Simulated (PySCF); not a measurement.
# C3H7BO: NMR shifts at several levels of theory, part 2 of 2

PySCF 2.14.0. Atoms count from 0. The steps go on from the part before.

### 8 NMR shieldings: wB97X-D/pcSseg-2

The job: settings as JSON, then the geometry in Å.

```
{"job": {"kind": "nmr", "xc": "wB97X-D", "basis": "pcSseg-2", "pop": false}, "charge": 0, "multiplicity": 1}
B      0.552873     1.034368     0.971869
C      0.573914    -0.224268     0.071378
C      1.762958    -0.853413    -0.099369
O     -0.499718    -0.765113    -0.555756
C     -1.743206    -0.134664    -0.427809
H     -0.448745     1.659355     1.222154
H      1.603137     1.393982     1.444346
H      2.658978    -0.462009     0.380750
H      1.844304    -1.756644    -0.713917
H     -2.451968    -0.711264    -1.037717
H     -2.100567    -0.124614     0.617029
H     -1.723072     0.905917    -0.796206
```

Method: GIAO wB97X-D/pcSseg-2 NMR shielding, non-relativistic, gas phase.

Log:

```text
coarse grid: 9776 points
cycle   1  E = -218.5000341322  dE =  5.294e-01  |g| = 5.318e-01  |ddm| = 2.170e+00
cycle   2  E = -218.4946245702  dE =  5.410e-03  |g| = 5.997e-01  |ddm| = 5.878e-01
cycle   3  E = -218.5529757681  dE = -5.835e-02  |g| = 5.836e-02  |ddm| = 3.169e-01
cycle   4  E = -218.5535822196  dE = -6.065e-04  |g| = 2.201e-02  |ddm| = 4.274e-02
cycle   5  E = -218.5536872706  dE = -1.051e-04  |g| = 8.990e-03  |ddm| = 2.110e-02
cycle   6  E = -218.5537087100  dE = -2.144e-05  |g| = 1.290e-03  |ddm| = 6.741e-03
cycle   7  E = -218.5537092613  dE = -5.514e-07  |g| = 5.481e-04  |ddm| = 1.984e-03
final grid: 93648 points
cycle   8  E = -218.5545948596  dE = -1.965e-04  |g| = 4.560e-03  |ddm| = 5.947e-02
cycle   9  E = -218.5545983386  dE = -3.479e-06  |g| = 3.176e-03  |ddm| = 7.732e-03
cycle  10  E = -218.5546002710  dE = -1.932e-06  |g| = 8.530e-04  |ddm| = 1.990e-03
cycle  11  E = -218.5546004099  dE = -1.389e-07  |g| = 4.438e-04  |ddm| = 7.857e-04
cycle  12  E = -218.5546004527  dE = -4.280e-08  |g| = 7.554e-05  |ddm| = 3.072e-04
cycle  13  E = -218.5546004568  dE = -4.065e-09  |g| = 3.995e-05  |ddm| = 1.501e-04
cycle  14  E = -218.5546004576  dE = -7.777e-10  |g| = 1.263e-05  |ddm| = 5.991e-05
converged SCF energy = -218.5546004576

GIAO shielding tensors (ppm)
atom      isotropic    diamagn.    paramagn.     s11        s22        s33       span
  0 B       31.632     195.249    -163.617    -23.368     -6.271    124.536    147.904
  1 C       -1.763     252.461    -254.223   -109.903     -3.234    107.848    217.751
  2 C       39.781     254.015    -214.234    -66.556     45.212    140.686    207.242
  3 O      232.883     388.842    -155.959    113.330    290.134    295.186    181.856
  4 C      123.958     241.066    -117.109     99.876    101.309    170.688     70.812
  5 H       24.526      30.414      -5.888     18.676     26.426     28.478      9.802
  6 H       25.087      30.127      -5.040     20.015     26.984     28.261      8.246
  7 H       25.576      30.816      -5.240     23.074     24.833     28.820      5.745
  8 H       25.088      30.660      -5.572     21.747     24.886     28.630      6.882
  9 H       27.576      28.517      -0.941     23.983     26.442     32.304      8.321
 10 H       27.699      30.248      -2.549     24.911     25.278     32.907      7.996
 11 H       27.769      30.483      -2.714     25.006     25.385     32.917      7.912
```

Run time: 36 s. Hardware: 1 thread of Arm Neoverse V2, shared host; peak memory 1.1 GiB.

In short: δ C1 186.2, C2 144.6, C4 60.5, B0 68.3, H5 6.55, H8 6.27 ppm (means over like atoms).

### 9 NMR shieldings: LC-wPBE/pcSseg-2

Same as in step 8 but for these lines:

```diff
@@ -1,2 +1,2 @@
-{"job": {"kind": "nmr", "xc": "wB97X-D", "basis": "pcSseg-2", "pop": false}, "charge": 0, "multiplicity": 1}
+{"job": {"kind": "nmr", "xc": "LC-wPBE", "basis": "pcSseg-2", "pop": false}, "charge": 0, "multiplicity": 1}
 B      0.552873     1.034368     0.971869
```

With the program's defaults for keys left out, this is: GIAO LC-wPBE/pcSseg-2 NMR shielding, non-relativistic, gas phase.

Log:

```text
coarse grid: 9776 points
cycle   1  E = -218.4204444373  dE =  6.129e-01  |g| = 5.411e-01  |ddm| = 2.153e+00
cycle   2  E = -218.4298493658  dE = -9.405e-03  |g| = 5.571e-01  |ddm| = 5.324e-01
cycle   3  E = -218.4786295709  dE = -4.878e-02  |g| = 5.912e-02  |ddm| = 2.668e-01
cycle   4  E = -218.4793809895  dE = -7.514e-04  |g| = 2.067e-02  |ddm| = 5.103e-02
cycle   5  E = -218.4794833651  dE = -1.024e-04  |g| = 8.206e-03  |ddm| = 2.063e-02
cycle   6  E = -218.4795018033  dE = -1.844e-05  |g| = 1.513e-03  |ddm| = 6.417e-03
cycle   7  E = -218.4795028300  dE = -1.027e-06  |g| = 5.865e-04  |ddm| = 2.244e-03
final grid: 93648 points
cycle   8  E = -218.4785532784  dE = -1.054e-04  |g| = 5.205e-03  |ddm| = 3.901e-02
cycle   9  E = -218.4785553706  dE = -2.092e-06  |g| = 4.549e-03  |ddm| = 5.611e-03
cycle  10  E = -218.4785587591  dE = -3.389e-06  |g| = 7.791e-04  |ddm| = 2.218e-03
cycle  11  E = -218.4785588639  dE = -1.048e-07  |g| = 2.700e-04  |ddm| = 7.838e-04
cycle  12  E = -218.4785588838  dE = -1.981e-08  |g| = 4.637e-05  |ddm| = 3.065e-04
cycle  13  E = -218.4785588849  dE = -1.128e-09  |g| = 2.611e-05  |ddm| = 9.354e-05
cycle  14  E = -218.4785588852  dE = -2.744e-10  |g| = 6.144e-06  |ddm| = 3.903e-05
converged SCF energy = -218.4785588852

GIAO shielding tensors (ppm)
atom      isotropic    diamagn.    paramagn.     s11        s22        s33       span
  0 B       21.938     194.094    -172.156    -39.417    -21.299    126.532    165.949
  1 C       -0.806     251.157    -251.963   -116.157      1.366    112.372    228.529
  2 C       39.130     253.530    -214.400    -74.868     47.362    144.896    219.764
  3 O      247.555     387.366    -139.811    133.135    303.487    306.043    172.908
  4 C      127.795     240.199    -112.404    103.678    104.688    175.020     71.342
  5 H       24.148      30.212      -6.063     17.812     26.246     28.387     10.575
  6 H       24.664      30.140      -5.476     19.104     26.776     28.113      9.008
  7 H       25.431      30.921      -5.490     22.864     24.731     28.697      5.832
  8 H       24.942      30.653      -5.711     21.435     24.716     28.675      7.240
  9 H       27.520      28.756      -1.236     23.817     26.385     32.359      8.542
 10 H       27.649      30.298      -2.649     24.738     25.204     33.004      8.265
 11 H       27.717      30.486      -2.769     24.843     25.293     33.016      8.173
```

It took 46 s on 1 thread of Arm Neoverse V2, shared host; peak memory 1.1 GiB.

Key values: δ C1 189.1, C2 149.2, C4 60.5, B0 77.0, H5 6.91, H8 6.38 ppm (means over like atoms).

### 10 NMR shieldings: PBE0/STO-3G

Same as in step 9 but for these lines:

```diff
@@ -1,2 +1,2 @@
-{"job": {"kind": "nmr", "xc": "LC-wPBE", "basis": "pcSseg-2", "pop": false}, "charge": 0, "multiplicity": 1}
+{"job": {"kind": "nmr", "xc": "PBE0", "basis": "STO-3G", "pop": true}, "charge": 0, "multiplicity": 1}
 B      0.552873     1.034368     0.971869
```

Method: GIAO PBE0/STO-3G NMR shielding, non-relativistic, gas phase.

Log:

```text
coarse grid: 9776 points
cycle   1  E = -215.5086046565  dE =  5.004e-01  |g| = 3.544e-01  |ddm| = 4.264e+00
cycle   2  E = -215.4854702996  dE =  2.313e-02  |g| = 4.757e-01  |ddm| = 1.076e+00
cycle   3  E = -215.5485740501  dE = -6.310e-02  |g| = 8.063e-02  |ddm| = 6.538e-01
cycle   4  E = -215.5502621500  dE = -1.688e-03  |g| = 4.400e-02  |ddm| = 1.748e-01
cycle   5  E = -215.5509258238  dE = -6.637e-04  |g| = 7.682e-03  |ddm| = 6.510e-02
cycle   6  E = -215.5509445776  dE = -1.875e-05  |g| = 9.132e-04  |ddm| = 1.084e-02
cycle   7  E = -215.5509449090  dE = -3.314e-07  |g| = 1.719e-04  |ddm| = 1.605e-03
final grid: 93648 points
cycle   8  E = -215.5291504609  dE = -3.676e-06  |g| = 5.495e-03  |ddm| = 1.574e-02
cycle   9  E = -215.5291453928  dE =  5.068e-06  |g| = 6.717e-03  |ddm| = 1.572e-02
cycle  10  E = -215.5291588210  dE = -1.343e-05  |g| = 1.422e-03  |ddm| = 1.019e-02
cycle  11  E = -215.5291595237  dE = -7.027e-07  |g| = 1.826e-04  |ddm| = 2.095e-03
cycle  12  E = -215.5291595341  dE = -1.044e-08  |g| = 1.574e-05  |ddm| = 2.363e-04
cycle  13  E = -215.5291595342  dE = -8.100e-11  |g| = 7.417e-06  |ddm| = 3.289e-05
converged SCF energy = -215.5291595342

GIAO shielding tensors (ppm)
atom      isotropic    diamagn.    paramagn.     s11        s22        s33       span
  0 B       54.964     197.938    -142.974      1.175     11.341    152.374    151.199
  1 C       97.350     253.729    -156.379     36.151     80.217    175.681    139.530
  2 C      121.023     253.389    -132.366     38.463    120.835    203.770    165.306
  3 O      302.254     374.145     -71.891    192.545    342.622    371.595    179.050
  4 C      184.381     246.339     -61.959    164.266    164.737    224.139     59.873
  5 H       26.130      32.478      -6.348     20.013     28.200     30.178     10.165
  6 H       26.085      31.884      -5.799     21.213     28.046     28.998      7.785
  7 H       26.622      31.111      -4.489     24.879     25.338     29.649      4.770
  8 H       26.643      30.581      -3.938     24.107     24.856     30.966      6.859
  9 H       29.799      29.123       0.676     25.859     27.395     36.142     10.283
 10 H       30.071      30.946      -0.875     26.886     27.443     35.884      8.998
 11 H       30.149      31.216      -1.067     26.966     27.552     35.928      8.961
```

Run time: 2.4 s. Hardware: 1 thread of Arm Neoverse V2, shared host; peak memory 0.44 GiB.

In short: δ C1 137.3, C2 113.7, C4 50.3, B0 73.8, H5 6.50, H7 5.98 ppm (means over like atoms).

### 11 Nuclear shieldings: PBE0/6-31G

Same as in step 10 but for these lines:

```diff
@@ -1,2 +1,2 @@
-{"job": {"kind": "nmr", "xc": "PBE0", "basis": "STO-3G", "pop": true}, "charge": 0, "multiplicity": 1}
+{"job": {"kind": "nmr", "xc": "PBE0", "basis": "6-31G", "pop": true}, "charge": 0, "multiplicity": 1}
 B      0.552873     1.034368     0.971869
```

With the program's defaults for keys left out, this is: GIAO PBE0/6-31G NMR shielding, non-relativistic, gas phase.

Log:

```text
coarse grid: 9776 points
cycle   1  E = -218.2081196816  dE =  4.694e-01  |g| = 4.381e-01  |ddm| = 3.083e+00
cycle   2  E = -218.1681277989  dE =  3.999e-02  |g| = 6.504e-01  |ddm| = 1.003e+00
cycle   3  E = -218.2491602304  dE = -8.103e-02  |g| = 6.142e-02  |ddm| = 6.072e-01
cycle   4  E = -218.2498159227  dE = -6.557e-04  |g| = 3.252e-02  |ddm| = 8.287e-02
cycle   5  E = -218.2500641703  dE = -2.482e-04  |g| = 1.319e-02  |ddm| = 4.110e-02
cycle   6  E = -218.2501211648  dE = -5.699e-05  |g| = 1.203e-03  |ddm| = 1.552e-02
cycle   7  E = -218.2501215370  dE = -3.722e-07  |g| = 5.457e-04  |ddm| = 2.196e-03
final grid: 93648 points
cycle   8  E = -218.2105552885  dE = -1.632e-05  |g| = 9.231e-03  |ddm| = 2.289e-02
cycle   9  E = -218.2105365248  dE =  1.876e-05  |g| = 1.344e-02  |ddm| = 1.745e-02
cycle  10  E = -218.2105741976  dE = -3.767e-05  |g| = 1.881e-03  |ddm| = 1.093e-02
cycle  11  E = -218.2105751374  dE = -9.398e-07  |g| = 3.159e-04  |ddm| = 2.205e-03
cycle  12  E = -218.2105751630  dE = -2.553e-08  |g| = 8.885e-05  |ddm| = 3.430e-04
cycle  13  E = -218.2105751649  dE = -1.968e-09  |g| = 2.634e-05  |ddm| = 1.088e-04
cycle  14  E = -218.2105751652  dE = -2.395e-10  |g| = 3.569e-06  |ddm| = 3.558e-05
converged SCF energy = -218.2105751652

GIAO shielding tensors (ppm)
atom      isotropic    diamagn.    paramagn.     s11        s22        s33       span
  0 B       49.764     196.668    -146.905     -1.541     14.216    136.616    138.157
  1 C       30.779     248.259    -217.480    -62.538     25.944    128.931    191.469
  2 C       63.475     258.297    -194.822    -26.950     61.071    156.303    183.253
  3 O      234.643     399.042    -164.400    116.645    281.666    305.618    188.973
  4 C      143.484     244.329    -100.845    120.566    123.557    186.331     65.765
  5 H       24.902      30.343      -5.441     18.929     27.423     28.353      9.424
  6 H       25.478      30.397      -4.919     20.283     27.912     28.241      7.958
  7 H       26.415      30.426      -4.011     24.193     25.658     29.395      5.203
  8 H       26.047      30.552      -4.505     22.866     25.724     29.552      6.686
  9 H       28.438      29.304      -0.865     24.602     27.176     33.538      8.937
 10 H       28.738      29.056      -0.318     25.523     26.390     34.301      8.778
 11 H       28.822      29.101      -0.278     25.669     26.490     34.308      8.639
```

Run time: 4.4 s. Hardware: 1 thread of Arm Neoverse V2, shared host; peak memory 0.44 GiB.

In short: δ C1 168.8, C2 136.1, C4 56.1, B0 63.4, H5 7.42, H8 6.56 ppm (means over like atoms).

### 12 Run by run: NMR shifts

Shifts (ppm) of some atoms, chosen among heavy atoms and hydrogens apart, means over like atoms, with basis size and wall time:

```csv
run,C1,C2,C4,H5,H9,B0,O3,functions,time
PBE0/pcSseg-2,186.2,144.4,60.4,6.67,3.70,70.5,104.3,278,28 s
mPW1PW91/pcSseg-2,186.1,144.3,60.4,6.61,3.69,69.9,103.3,278,28 s
WP04/pcSseg-2,184.4,141.2,61.3,5.69,3.57,66.1,102.7,278,29 s
B97-2/pcSseg-2,182.1,140.5,60.1,6.46,3.69,66.6,103.0,278,28 s
BHandHLYP/pcSseg-2,186.6,145.0,59.0,6.34,3.63,69.8,85.5,278,27 s
CAM-B3LYP/pcSseg-2,189.9,146.4,60.9,6.64,3.75,73.8,97.3,278,37 s
wB97X-D/pcSseg-2,186.2,144.6,60.5,6.55,3.67,68.3,94.0,278,36 s
LC-wPBE/pcSseg-2,189.1,149.2,60.5,6.91,3.69,77.0,85.1,278,46 s
PBE0/STO-3G,137.3,113.7,50.3,6.50,2.60,73.8,39.5,32,2.4 s
PBE0/6-31G,168.8,136.1,56.1,7.42,3.95,63.4,83.8,59,4.4 s
```

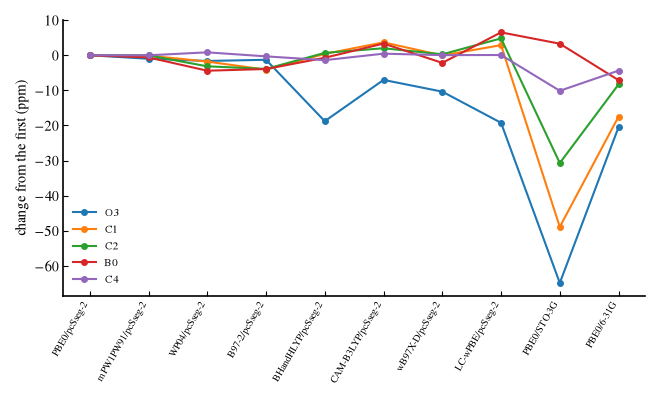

How five of the tabulated atoms move from run to run.

### 13 What came out

The summary covers parts 1 to 2.

| quantity | value |
| --- | --- |
| ¹³C shifts against TMS (PBE0/pcSseg-2) | 186.2, 144.4, 60.4 ppm |
| ¹H shifts against TMS (PBE0/pcSseg-2, means over atoms taken as alike) | 6.67, 6.27, 5.83, 3.70 ppm |
| ¹¹B shifts against BF3·OEt2 (PBE0/pcSseg-2) | 70.5 ppm |
| ¹⁷O shifts against H2O (PBE0/pcSseg-2) | 104.3 ppm |
| range of the shift of O3 | 39.5 to 104.3 ppm |
| property runs in this session | 10, of which 0 failed and 1 gave unsound results |

In words: Single values in the summary come from the first run of each kind that ended normally (PBE0/pcSseg-2), which need not be the best level. The most deshielded carbon is C1 (alkene carbon bearing oxygen), at 186.2 ppm: an sp2 carbon further deshielded by the attached heteroatom. At PBE0/pcSseg-2: The widest tensor belongs to C1: span 214 ppm, with a paramagnetic part of -255 ppm. Across the 10 runs the shift of O3 moves most, between 39.5 (PBE0/STO-3G) and 104.3 ppm (PBE0/pcSseg-2). A minimal basis is unusable for shieldings, so that end is no result.
